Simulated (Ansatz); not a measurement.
C2H2N2O2Si (SMILES O=C=N[SiH2]N=C=O)

Input file:

```
crystal:
  periodic: [false, false, false]
  atoms:
    - {symbol: O, position_ang: [-2.752419, -0.382898, -1.952526]}
    - {symbol: C, position_ang: [-1.877967, -0.606659, -1.219991]}
    - {symbol: N, position_ang: [-0.990091, -0.866266, -0.465284]}
    - {symbol: Si, position_ang: [0.374231, -0.827885, 0.547089]}
    - {symbol: N, position_ang: [1.071686, 0.721762, 0.548562]}
    - {symbol: C, position_ang: [1.333075, 1.872040, 0.364464]}
    - {symbol: O, position_ang: [1.612111, 2.989034, 0.203862]}
    - {symbol: H, position_ang: [1.367876, -1.790667, 0.034981]}
    - {symbol: H, position_ang: [-0.050100, -1.154860, 1.921743]}
basis:
  gaussian: {orbitals: def2-TZVPP}
hamiltonian: {xc: pbe0, dispersion: d4}
output: {orbitals: {seedname: orbitals}}
```

Command:

```sh
ansatz run in.yaml --threads 4 --pin off --events-out ev --progress --plain --max-ram 10444MiB
```

Geometry: PBE0-D4/def2-TZVP.

Method: RKS PBE0-D4/def2-TZVPP in Ansatz 0.2.0.

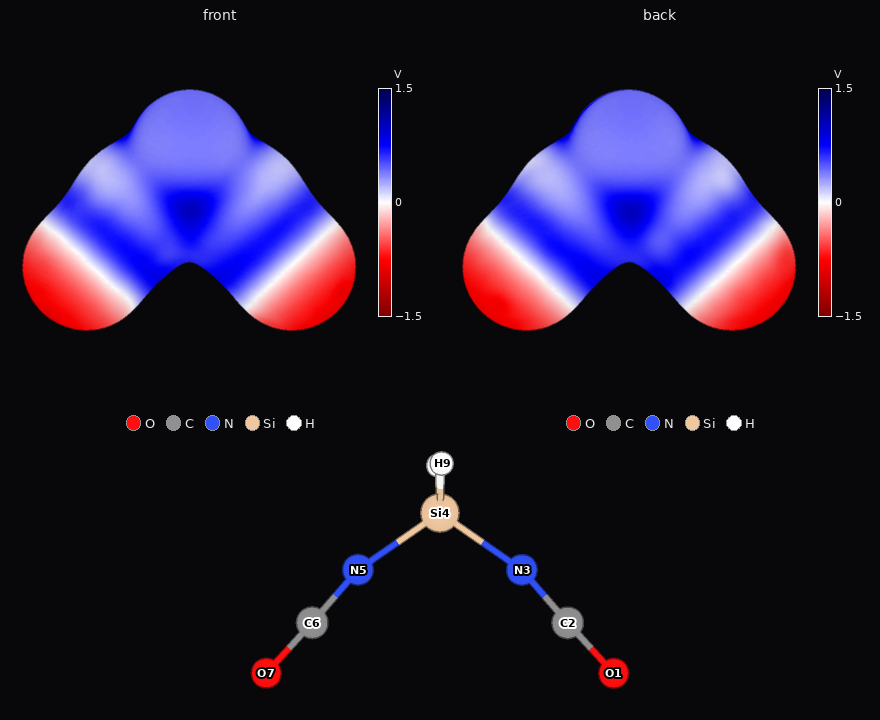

Figure 1. The electrostatic potential painted on the density surface at 0.001 e/bohr³, seen from the front and from behind; the colour scale runs from red (negative) to blue (positive). The bare structure is drawn below in the same view.

### Where is the surface potential most negative and most positive?

The most negative region (about −0.8 V) lies over O1 and O7, the most positive (about +1.2 V) over Si4.

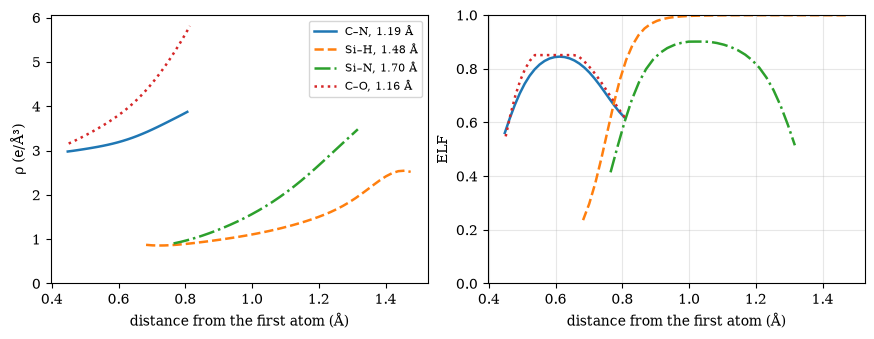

Figure 2. Total electron density and electron localisation function along straight lines between neighbouring atoms. The curves leave out the atomic cores.

### Compare the contacts.

C–N (1.19 Å): the density is about 3.2 e/Å³ at the midpoint; the ELF peaks at about 0.85 between the atoms (a short, multiple covalent bond).
Si–H (1.48 Å): ρ is about 0.86 e/Å³ halfway; the ELF climbs to about 1 towards the hydrogen, as it does in any bond to H.
Si–N (1.70 Å): ρ at the midpoint is about 1.1 e/Å³; the ELF peaks at about 0.90 between the atoms; a shared but strongly polarised pair.
C–O (1.16 Å): ρ is about 3.7 e/Å³ halfway; the ELF peaks at about 0.85 between the atoms; a short, multiple covalent bond.

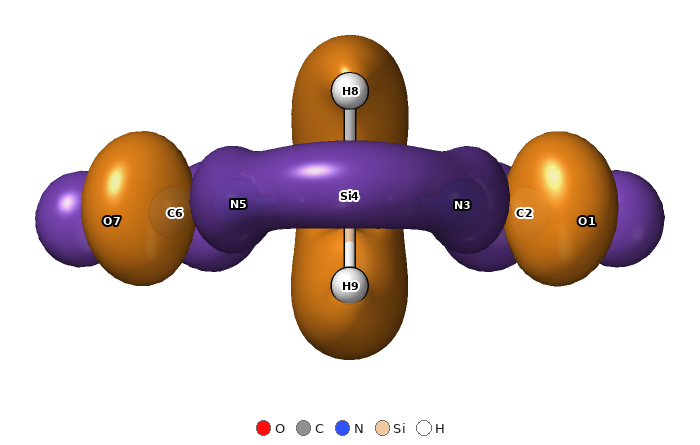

Figure 3. One frontier orbital at ±0.1 Å⁻³ᐟ² (orange and purple are the two phases), seen from one side.

### Which orbital is it: HOMO or LUMO?

The LUMO, at −0.20 eV. By Hirshfeld shares it lies mainly on Si4 (about 30 %), C2 (about 15 %), C6 (about 15 %), N3 (about 10 %), N5 (about 10 %), O1 (about 10 %) and O7 (about 10 %).
